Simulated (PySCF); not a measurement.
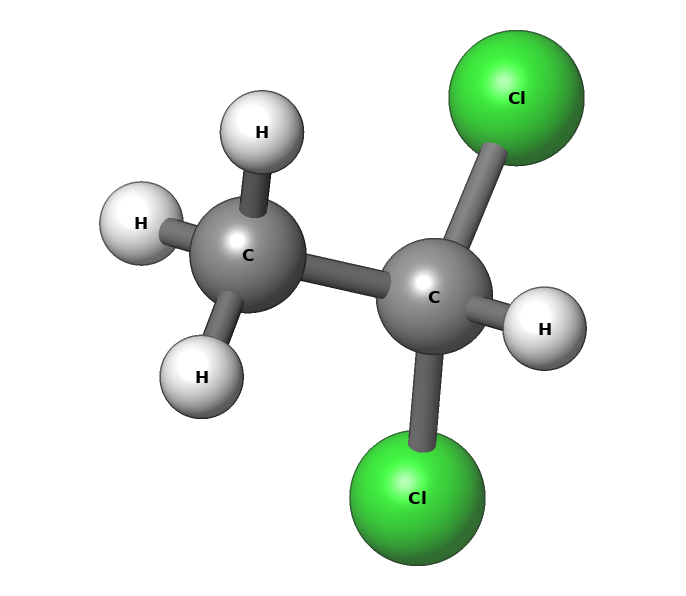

A ball-and-stick model of a molecule. Every bond is drawn as one stick, whatever its order.

The geometry was computed by an optimisation with PBE0-D3(BJ)/def2-SVP. No frequency run is at hand to confirm it as a minimum.

Description:

Formula C₂H₄Cl₂. As SMILES it reads `CC(Cl)Cl`. It has no ring. Among its groups: C–Cl bond. This geometry has Cs symmetry. Coordination: 2 C tetrahedral.

The parts below concern this one geometry. Atoms keep their numbers from picture to picture.

**Dipole moment**

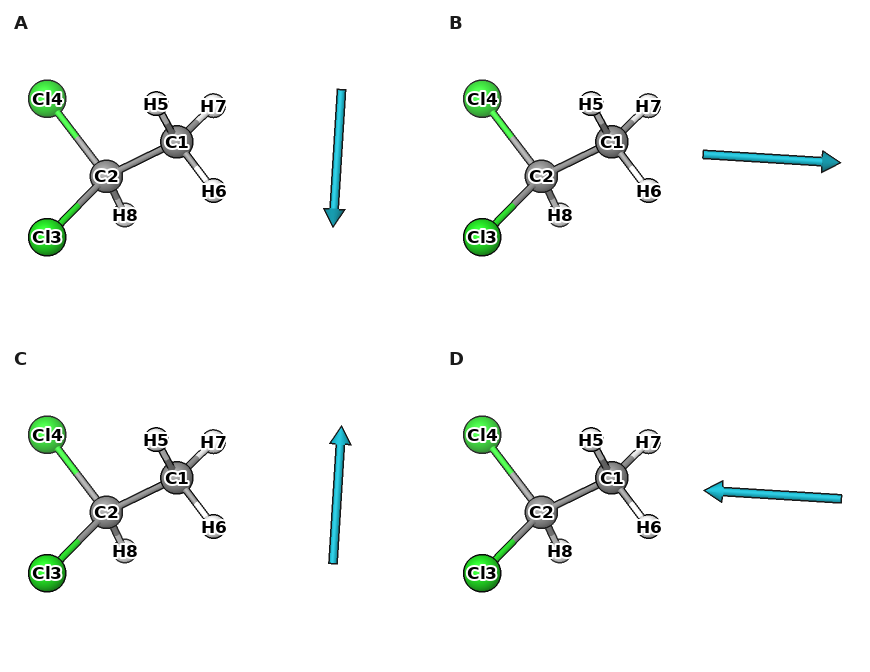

The same molecule four times, each with an arrow. No frequency run is at hand to confirm it as a minimum. Properties computed with PBE0/6-31G*, gas phase (PySCF 2.14.0).

> Which arrow points along the dipole moment, from the negative to the positive end?

B. The dipole moment is 2.23 D; it points from the side of Cl3, Cl4 to the side of H6, H7 (the outermost atoms at the two ends).

**Spin–spin coupling**

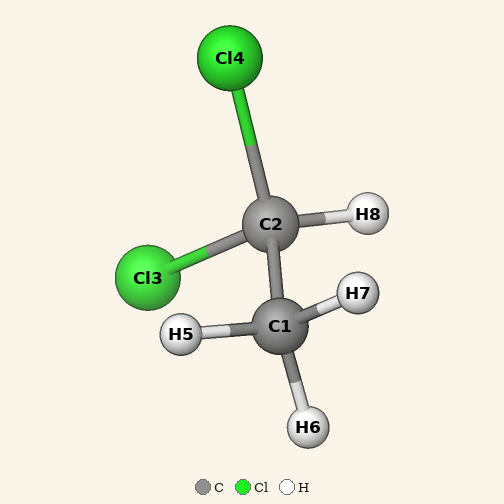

No frequency run is at hand to confirm it as a minimum. Level of theory: B3LYP/6-31G* indirect spin-spin coupling, non-relativistic, gas phase (PySCF 2.14.0). Isotopes: 13C, 1H.

Give the spin–spin coupling constants of these pairs, with the number of bonds between them: C1/H7, C1/C2, C1/H5, C1/H6, C2/H8, C2/H5, H5/H6, H5/H7, H6/H7, H5/H8, H6/H8, H7/H8.

```
  pair  bonds apart  J (Hz)
C1, H7            1   145.4
C1, C2            1    50.9
C1, H5            1   150.3
C1, H6            1   145.4
C2, H8            1   185.6
C2, H5            2    −7.1
H5, H6            2   −15.3
H5, H7            2   −15.3
H6, H7            2   −15.0
H5, H8            3    11.7
H6, H8            3     2.8
H7, H8            3     2.8
```

**Excitation**

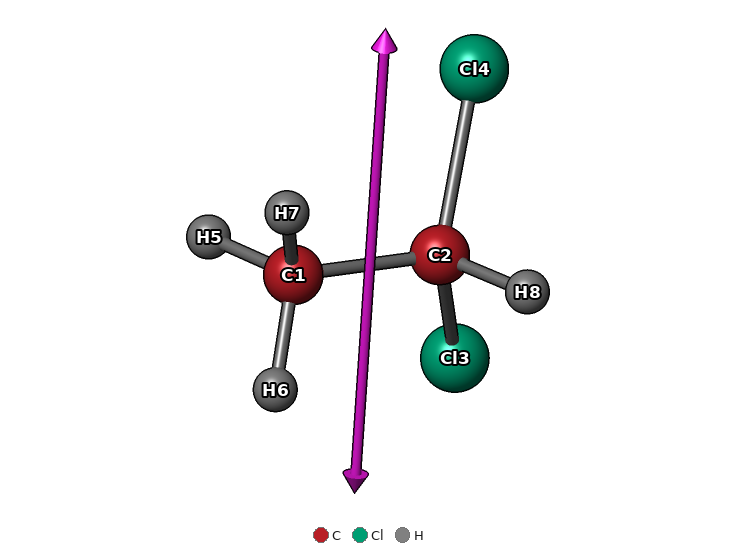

The double arrow shows the direction of the transition dipole to excited singlet state 2 (its length means nothing). No frequency run is at hand to confirm it as a minimum. Properties computed with TDDFT PBE0/def2-SVPD, vertical, gas phase, core orbitals frozen in the response (PySCF 2.14.0).

> How is the transition polarised?

Close to the long direction Cl3···Cl4.

> Give its energy, strength and character.

7.03 eV (176 nm), oscillator strength 0.022, mainly HOMO → LUMO (weight 0.94); transition dipole 0.91 D.
